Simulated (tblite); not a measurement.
**C₇H₁₀Si: geometry relaxation**

C₇H₁₀Si, SMILES C=CC1=CCC([SiH3])=C1, computed with GFN2-xTB geometry optimisation, gas phase (tblite 0.8.0).

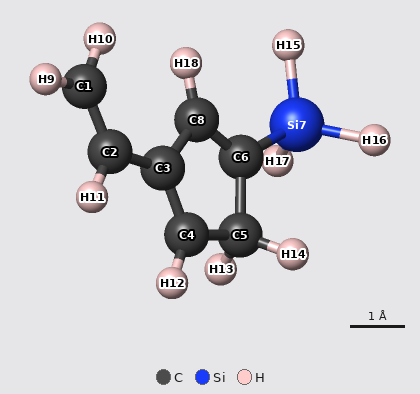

*The input geometry (ball-and-stick view, seen at a tilt; atoms are numbered from 1 in the order of the input).*

Bond lengths as drawn: C–C 1.33 to 1.50 Å, C–H 1.07 to 1.09 Å, C–Si 1.81 Å and H–Si 1.48 to 1.50 Å.

## Summary

| quantity | value |
| --- | --- |
| outcome | converged |
| total energy | −591.7964 eV |
| hardware | 1 CPU thread, shared host |
| peak memory | 0.91 GiB |

## Input file
```
{"job": {"xc": "GFN2-xTB", "basis": "xTB", "kind": "relax"}, "charge": 0, "multiplicity": 1}
C     -2.989900     1.280900     0.295900
C     -2.478700     0.071600     0.094400
C     -1.054800    -0.232000     0.010700
C     -0.590900    -1.464900    -0.195800
C      0.908600    -1.469200    -0.237500
C      1.218200    -0.013500    -0.053800
Si     2.922000     0.602600    -0.034400
C      0.081100     0.674400     0.094400
H     -4.069500     1.409800     0.358100
H     -2.392100     2.172700     0.403400
H     -3.157300    -0.779300     0.009400
H     -1.188400    -2.371400    -0.289200
H      1.250000    -1.836000    -1.206100
H      1.328400    -2.089100     0.553800
H      2.946000     2.078500     0.178400
H      3.684400    -0.048700     1.074500
H      3.595500     0.290100    -1.312600
H     -0.021500     1.729800     0.244700
```

The first line tells a small driver script what to run in tblite; the rest is the geometry in Å.

Launched with:
```bash
OMP_NUM_THREADS=1 python <driver script> task.json out
```

## Output
```
step      E/eV     max force
  0    -591.68463    1.959
  1    -591.75637    0.905
  2    -591.77734    0.321
  3    -591.78205    0.193
  4    -591.78501    0.156
  5    -591.78737    0.148
  6    -591.78845    0.105
  7    -591.78935    0.087
  8    -591.79023    0.072
  9    -591.79102    0.084
 10    -591.79164    0.067
 11    -591.79212    0.064
 12    -591.79251    0.052
 13    -591.79283    0.052
 14    -591.79313    0.050
 15    -591.79338    0.046
 16    -591.79360    0.037
 17    -591.79360    0.037
 18    -591.79370    0.034
 19    -591.79387    0.031
 20    -591.79393    0.028
 21    -591.79407    0.028
 22    -591.79422    0.036
 23    -591.79444    0.042
 24    -591.79465    0.045
 25    -591.79485    0.043
 26    -591.79500    0.027
 27    -591.79513    0.027
 28    -591.79525    0.024
 29    -591.79536    0.024
 30    -591.79546    0.025
 31    -591.79557    0.030
 32    -591.79571    0.034
 33    -591.79586    0.033
 34    -591.79598    0.026
 35    -591.79605    0.019
 36    -591.79610    0.018
 37    -591.79614    0.017
 38    -591.79619    0.016
 39    -591.79622    0.013
 40    -591.79624    0.013
 41    -591.79625    0.013
 42    -591.79627    0.009
 43    -591.79628    0.008
 44    -591.79630    0.010
 45    -591.79632    0.011
 46    -591.79634    0.013
 47    -591.79636    0.011
 48    -591.79638    0.012
 49    -591.79639    0.010
 50    -591.79640    0.010
 51    -591.79641    0.009
 52    -591.79642    0.007
 53    -591.79642    0.004
 54    -591.79642    0.004
```

## Trajectory as extended XYZ (Å, eV, eV/Å), 12 frames, from step=0 to step=54
```
18
Properties=species:S:1:pos:R:3:forces:R:3 step=0 energy=-591.68463
C    -2.9899    1.2809    0.2959   -0.4460  -0.0040   0.0060
C    -2.4787    0.0716    0.0944    0.1570   0.1980   0.1480
C    -1.0548   -0.2320    0.0107   -0.8170   0.5630  -0.0050
C    -0.5909   -1.4649   -0.1958    0.3650  -1.4370  -0.0210
C     0.9086   -1.4692   -0.2375   -0.8160   0.1630  -0.1270
C     1.2182   -0.0135   -0.0538   -0.4730  -0.4820   0.0320
Si    2.9220    0.6026   -0.0344    1.7600   0.8190   0.2660
C     0.0811    0.6744    0.0944   -0.6960  -0.0600  -0.0060
H    -4.0695    1.4098    0.3581    0.3780   0.0740  -0.0130
H    -2.3921    2.1727    0.4034   -0.0270  -0.1210  -0.0230
H    -3.1573   -0.7793    0.0094    0.3050   0.1640  -0.0310
H    -1.1884   -2.3714   -0.2892    0.2620   0.3370   0.0010
H     1.2500   -1.8360   -1.2061    0.1770  -0.0610   0.0650
H     1.3284   -2.0891    0.5538    0.1000  -0.0170  -0.0670
H     2.9460    2.0785    0.1784   -0.0300  -0.4500  -0.0710
H     3.6844   -0.0487    1.0745   -0.2070   0.1650  -0.3250
H     3.5955    0.2901   -1.3126   -0.0780   0.0190   0.1550
H    -0.0215    1.7298    0.2447    0.0850   0.1310   0.0160
18
Properties=species:S:1:pos:R:3:forces:R:3 step=4 energy=-591.78501
C    -2.9990    1.2844    0.2965   -0.0770   0.0410   0.0160
C    -2.4801    0.0799    0.1023   -0.0120   0.0160   0.0180
C    -1.0745   -0.2388    0.0049    0.0400   0.0350   0.0080
C    -0.5958   -1.4867   -0.1889    0.0120  -0.0540   0.0080
C     0.8870   -1.4689   -0.2413   -0.0060   0.1130  -0.0040
C     1.2147   -0.0127   -0.0492   -0.0860  -0.0570   0.0050
Si    2.9675    0.6239   -0.0262   -0.0580  -0.0140  -0.0230
C     0.0598    0.6675    0.0921    0.0120  -0.0290  -0.0210
H    -4.0648    1.4178    0.3585   -0.0270   0.0870   0.0090
H    -2.3941    2.1666    0.4021    0.0340   0.0430   0.0000
H    -3.1416   -0.7722    0.0074   -0.0010  -0.0330  -0.0130
H    -1.1851   -2.3758   -0.2916   -0.0310  -0.1510  -0.0230
H     1.2595   -1.8391   -1.1994    0.0420  -0.0120   0.0350
H     1.3311   -2.0861    0.5432    0.0210   0.0000  -0.0390
H     2.9469    2.0680    0.1767    0.0370   0.0700   0.0090
H     3.6818   -0.0429    1.0645    0.0790  -0.0010   0.0200
H     3.5967    0.2912   -1.3080    0.0580   0.0100   0.0030
H    -0.0186    1.7305    0.2449   -0.0370  -0.0660  -0.0070
18
Properties=species:S:1:pos:R:3:forces:R:3 step=9 energy=-591.79102
C    -3.0048    1.2920    0.2994    0.0570  -0.0480  -0.0150
C    -2.4856    0.0842    0.1055   -0.0350   0.0200   0.0070
C    -1.0793   -0.2458    0.0061   -0.0470  -0.0210  -0.0150
C    -0.6007   -1.4969   -0.1895   -0.0220   0.0100   0.0030
C     0.8830   -1.4689   -0.2427    0.0330  -0.0170   0.0020
C     1.2089   -0.0174   -0.0501    0.0220   0.0810   0.0070
Si    2.9630    0.6260   -0.0258    0.0180  -0.0010   0.0080
C     0.0532    0.6611    0.0893    0.0070  -0.0420   0.0090
H    -4.0704    1.4405    0.3609    0.0400   0.0160   0.0000
H    -2.3916    2.1718    0.4018   -0.0090  -0.0180   0.0020
H    -3.1411   -0.7739    0.0058   -0.0370   0.0410   0.0110
H    -1.1811   -2.3966   -0.2946    0.0180   0.0070   0.0020
H     1.2689   -1.8396   -1.1941   -0.0040  -0.0150  -0.0400
H     1.3362   -2.0849    0.5367   -0.0060  -0.0190   0.0280
H     2.9559    2.0756    0.1776    0.0030  -0.0340  -0.0040
H     3.6970   -0.0380    1.0616   -0.0070   0.0360  -0.0390
H     3.6095    0.2950   -1.3034    0.0000   0.0190   0.0370
H    -0.0298    1.7221    0.2438   -0.0300  -0.0150  -0.0050
18
Properties=species:S:1:pos:R:3:forces:R:3 step=14 energy=-591.79313
C    -2.9999    1.2937    0.2990    0.0180   0.0050   0.0010
C    -2.4902    0.0826    0.1061    0.0060  -0.0030  -0.0070
C    -1.0847   -0.2533    0.0043    0.0070  -0.0200   0.0060
C    -0.5998   -1.5018   -0.1906    0.0020  -0.0120  -0.0060
C     0.8864   -1.4696   -0.2435   -0.0300  -0.0200   0.0000
C     1.2078   -0.0151   -0.0501   -0.0180  -0.0230   0.0030
Si    2.9616    0.6282   -0.0250   -0.0020   0.0090   0.0020
C     0.0474    0.6547    0.0902   -0.0030   0.0030  -0.0110
H    -4.0630    1.4538    0.3619    0.0010  -0.0140  -0.0020
H    -2.3870    2.1722    0.4024    0.0500  -0.0020  -0.0020
H    -3.1560   -0.7671    0.0081   -0.0150   0.0080   0.0040
H    -1.1747   -2.4048   -0.2956    0.0100   0.0020  -0.0020
H     1.2698   -1.8417   -1.1973   -0.0060   0.0080   0.0210
H     1.3357   -2.0872    0.5388   -0.0030   0.0130  -0.0160
H     2.9607    2.0747    0.1777   -0.0140   0.0290   0.0050
H     3.7048   -0.0288    1.0551    0.0040  -0.0070   0.0250
H     3.6169    0.3012   -1.2955    0.0040   0.0000  -0.0290
H    -0.0444    1.7145    0.2423   -0.0120   0.0240   0.0070
18
Properties=species:S:1:pos:R:3:forces:R:3 step=19 energy=-591.79387
C    -2.9955    1.2949    0.2989    0.0050   0.0070   0.0010
C    -2.4910    0.0819    0.1055    0.0070  -0.0010   0.0020
C    -1.0864   -0.2566    0.0042    0.0160   0.0030  -0.0040
C    -0.6007   -1.5043   -0.1913    0.0120  -0.0090   0.0010
C     0.8849   -1.4709   -0.2434    0.0030   0.0130   0.0000
C     1.2063   -0.0156   -0.0497   -0.0170  -0.0110  -0.0010
Si    2.9612    0.6298   -0.0247   -0.0100   0.0060  -0.0040
C     0.0450    0.6535    0.0894    0.0010  -0.0040   0.0000
H    -4.0586    1.4555    0.3618    0.0080   0.0070   0.0010
H    -2.3783    2.1706    0.4021    0.0310  -0.0030  -0.0020
H    -3.1619   -0.7636    0.0094   -0.0040  -0.0080  -0.0020
H    -1.1727   -2.4084   -0.2964   -0.0090  -0.0100  -0.0030
H     1.2694   -1.8418   -1.1968   -0.0040   0.0020   0.0080
H     1.3355   -2.0872    0.5384   -0.0020   0.0020  -0.0040
H     2.9592    2.0777    0.1784   -0.0150   0.0020   0.0010
H     3.7063   -0.0264    1.0563   -0.0100   0.0020   0.0080
H     3.6182    0.3034   -1.2963   -0.0120   0.0060  -0.0020
H    -0.0498    1.7137    0.2426    0.0000  -0.0060   0.0000
18
Properties=species:S:1:pos:R:3:forces:R:3 step=24 energy=-591.79465
C    -2.9864    1.2970    0.2994    0.0200  -0.0270  -0.0100
C    -2.4890    0.0809    0.1053   -0.0120   0.0000  -0.0010
C    -1.0856   -0.2594    0.0034   -0.0170  -0.0180  -0.0010
C    -0.6014   -1.5080   -0.1915   -0.0010   0.0100   0.0060
C     0.8838   -1.4718   -0.2425    0.0080  -0.0160  -0.0080
C     1.2037   -0.0175   -0.0506    0.0140   0.0120   0.0140
Si    2.9555    0.6326   -0.0245    0.0130   0.0040   0.0080
C     0.0435    0.6521    0.0889   -0.0100  -0.0100   0.0010
H    -4.0491    1.4618    0.3626    0.0290   0.0340   0.0060
H    -2.3569    2.1652    0.3998   -0.0260  -0.0070   0.0020
H    -3.1603   -0.7647    0.0090   -0.0130   0.0150   0.0040
H    -1.1749   -2.4121   -0.2979    0.0150   0.0180   0.0030
H     1.2694   -1.8405   -1.1952    0.0060  -0.0170  -0.0230
H     1.3369   -2.0869    0.5382   -0.0020  -0.0070   0.0090
H     2.9464    2.0809    0.1792   -0.0080  -0.0060  -0.0010
H     3.6971   -0.0232    1.0607   -0.0090   0.0150  -0.0160
H     3.6088    0.3079   -1.2988   -0.0020   0.0080   0.0110
H    -0.0503    1.7121    0.2431   -0.0040  -0.0070  -0.0040
18
Properties=species:S:1:pos:R:3:forces:R:3 step=29 energy=-591.79536
C    -2.9764    1.2969    0.2982   -0.0090   0.0160   0.0040
C    -2.4890    0.0775    0.1044   -0.0040   0.0030   0.0050
C    -1.0866   -0.2640    0.0031    0.0060  -0.0170  -0.0070
C    -0.5999   -1.5110   -0.1917    0.0020  -0.0100  -0.0040
C     0.8855   -1.4750   -0.2435   -0.0020   0.0050   0.0030
C     1.2024   -0.0196   -0.0491    0.0080  -0.0060  -0.0100
Si    2.9511    0.6367   -0.0236   -0.0100   0.0010  -0.0010
C     0.0414    0.6484    0.0889    0.0030  -0.0030   0.0030
H    -4.0353    1.4765    0.3649   -0.0230   0.0060   0.0000
H    -2.3424    2.1605    0.3984    0.0180   0.0120   0.0010
H    -3.1653   -0.7637    0.0095   -0.0120   0.0030   0.0000
H    -1.1736   -2.4137   -0.2985    0.0000  -0.0220  -0.0010
H     1.2704   -1.8435   -1.1978    0.0000  -0.0020   0.0180
H     1.3376   -2.0890    0.5393   -0.0030  -0.0040  -0.0160
H     2.9331    2.0840    0.1800   -0.0010   0.0110   0.0010
H     3.6895   -0.0173    1.0625    0.0180   0.0050   0.0020
H     3.6014    0.3141   -1.2989    0.0140   0.0060   0.0020
H    -0.0527    1.7084    0.2423   -0.0040  -0.0060   0.0000
18
Properties=species:S:1:pos:R:3:forces:R:3 step=34 energy=-591.79598
C    -2.9690    1.3019    0.2986    0.0090  -0.0030   0.0020
C    -2.4916    0.0775    0.1050    0.0080   0.0070  -0.0010
C    -1.0893   -0.2720    0.0018   -0.0060   0.0120   0.0050
C    -0.6002   -1.5183   -0.1939   -0.0110   0.0020   0.0090
C     0.8858   -1.4791   -0.2443   -0.0070  -0.0070  -0.0030
C     1.2015   -0.0236   -0.0507   -0.0150  -0.0030   0.0090
Si    2.9466    0.6427   -0.0223    0.0010   0.0000  -0.0020
C     0.0388    0.6413    0.0891   -0.0110  -0.0030  -0.0130
H    -4.0268    1.4942    0.3668    0.0210  -0.0140  -0.0040
H    -2.3244    2.1590    0.3973   -0.0100  -0.0070  -0.0010
H    -3.1753   -0.7586    0.0108    0.0100   0.0170   0.0030
H    -1.1700   -2.4241   -0.2995    0.0010  -0.0020  -0.0030
H     1.2727   -1.8490   -1.1964    0.0000   0.0000  -0.0150
H     1.3386   -2.0944    0.5366   -0.0030   0.0000   0.0110
H     2.9195    2.0909    0.1814   -0.0010  -0.0100   0.0000
H     3.6904   -0.0074    1.0636    0.0060   0.0130  -0.0060
H     3.6013    0.3239   -1.2969    0.0080   0.0100   0.0080
H    -0.0574    1.7014    0.2414    0.0000  -0.0090   0.0030
18
Properties=species:S:1:pos:R:3:forces:R:3 step=39 energy=-591.79622
C    -2.9642    1.3038    0.2991    0.0020   0.0010  -0.0020
C    -2.4908    0.0784    0.1052   -0.0010  -0.0020   0.0010
C    -1.0904   -0.2747    0.0016    0.0010  -0.0060  -0.0040
C    -0.6017   -1.5213   -0.1935    0.0020  -0.0030  -0.0060
C     0.8845   -1.4819   -0.2449    0.0010  -0.0010   0.0030
C     1.1997   -0.0265   -0.0503    0.0100   0.0030  -0.0070
Si    2.9436    0.6440   -0.0222    0.0080   0.0000   0.0020
C     0.0370    0.6384    0.0872    0.0050  -0.0010   0.0090
H    -4.0211    1.4973    0.3666   -0.0040  -0.0030   0.0000
H    -2.3184    2.1593    0.3970    0.0010   0.0090   0.0020
H    -3.1777   -0.7543    0.0118    0.0000  -0.0060   0.0000
H    -1.1693   -2.4284   -0.3005   -0.0090   0.0050   0.0020
H     1.2722   -1.8507   -1.1977   -0.0090  -0.0010   0.0040
H     1.3373   -2.0961    0.5372   -0.0040  -0.0040   0.0000
H     2.9137    2.0917    0.1819   -0.0080  -0.0010   0.0000
H     3.6928   -0.0006    1.0630    0.0010   0.0040   0.0000
H     3.6037    0.3301   -1.2948    0.0020   0.0040  -0.0010
H    -0.0594    1.6978    0.2417    0.0010   0.0030  -0.0020
18
Properties=species:S:1:pos:R:3:forces:R:3 step=44 energy=-591.79630
C    -2.9624    1.3047    0.2987   -0.0050  -0.0010   0.0010
C    -2.4902    0.0786    0.1051    0.0030   0.0020  -0.0010
C    -1.0902   -0.2757    0.0012    0.0040   0.0050   0.0040
C    -0.6023   -1.5224   -0.1943    0.0000   0.0020   0.0050
C     0.8841   -1.4833   -0.2447   -0.0020  -0.0020  -0.0030
C     1.2005   -0.0276   -0.0512   -0.0010  -0.0080   0.0060
Si    2.9442    0.6445   -0.0221   -0.0070  -0.0010  -0.0010
C     0.0377    0.6371    0.0881    0.0030   0.0010  -0.0070
H    -4.0195    1.4972    0.3665   -0.0040   0.0030   0.0010
H    -2.3173    2.1610    0.3974   -0.0010  -0.0050  -0.0020
H    -3.1780   -0.7537    0.0122    0.0040   0.0020  -0.0010
H    -1.1716   -2.4286   -0.3004    0.0000   0.0040  -0.0010
H     1.2700   -1.8522   -1.1980    0.0030  -0.0060   0.0000
H     1.3359   -2.0980    0.5375   -0.0010  -0.0010  -0.0050
H     2.9093    2.0918    0.1823   -0.0060   0.0050   0.0010
H     3.6947    0.0029    1.0634    0.0020  -0.0010   0.0040
H     3.6058    0.3335   -1.2945    0.0020   0.0010  -0.0030
H    -0.0595    1.6967    0.2413    0.0050  -0.0010   0.0010
18
Properties=species:S:1:pos:R:3:forces:R:3 step=49 energy=-591.79639
C    -2.9618    1.3054    0.2987    0.0000   0.0020   0.0010
C    -2.4889    0.0796    0.1052   -0.0030   0.0010   0.0020
C    -1.0891   -0.2753    0.0017   -0.0030   0.0020  -0.0020
C    -0.6031   -1.5227   -0.1936   -0.0010   0.0010  -0.0030
C     0.8831   -1.4861   -0.2453    0.0020  -0.0020   0.0020
C     1.2019   -0.0311   -0.0509   -0.0010   0.0030  -0.0060
Si    2.9439    0.6454   -0.0221    0.0010   0.0010   0.0010
C     0.0400    0.6356    0.0875   -0.0010   0.0000   0.0020
H    -4.0189    1.4985    0.3668    0.0010   0.0000  -0.0010
H    -2.3159    2.1610    0.3971   -0.0020   0.0020   0.0000
H    -3.1765   -0.7528    0.0122    0.0000  -0.0030  -0.0010
H    -1.1748   -2.4271   -0.3006    0.0020  -0.0030   0.0010
H     1.2682   -1.8566   -1.1983    0.0010   0.0010  -0.0020
H     1.3343   -2.1016    0.5363    0.0030  -0.0050   0.0050
H     2.9005    2.0931    0.1828   -0.0010  -0.0060  -0.0010
H     3.6969    0.0076    1.0647   -0.0030   0.0030  -0.0060
H     3.6081    0.3384   -1.2947   -0.0040   0.0020   0.0080
H    -0.0566    1.6952    0.2410    0.0100   0.0020   0.0010
18
Properties=species:S:1:pos:R:3:forces:R:3 step=54 energy=-591.79642
C    -2.9616    1.3058    0.2990    0.0000   0.0000  -0.0010
C    -2.4889    0.0799    0.1054    0.0010  -0.0010  -0.0010
C    -1.0890   -0.2750    0.0016    0.0010  -0.0020   0.0000
C    -0.6035   -1.5227   -0.1938    0.0010  -0.0020   0.0000
C     0.8830   -1.4873   -0.2453   -0.0010   0.0000  -0.0010
C     1.2021   -0.0323   -0.0517    0.0010  -0.0010   0.0020
Si    2.9432    0.6458   -0.0220   -0.0010   0.0000   0.0010
C     0.0407    0.6352    0.0874    0.0010   0.0000   0.0000
H    -4.0187    1.4990    0.3667   -0.0010   0.0000   0.0000
H    -2.3159    2.1615    0.3970    0.0000   0.0020   0.0010
H    -3.1759   -0.7528    0.0122   -0.0010   0.0010   0.0010
H    -1.1754   -2.4271   -0.3005    0.0010   0.0000   0.0010
H     1.2677   -1.8579   -1.1985    0.0000   0.0010   0.0010
H     1.3340   -2.1034    0.5364   -0.0020   0.0030  -0.0020
H     2.8972    2.0930    0.1829   -0.0010   0.0020   0.0000
H     3.6973    0.0094    1.0644    0.0000  -0.0010   0.0010
H     3.6084    0.3402   -1.2938    0.0000  -0.0010  -0.0020
H    -0.0534    1.6950    0.2410    0.0020   0.0000   0.0000
```
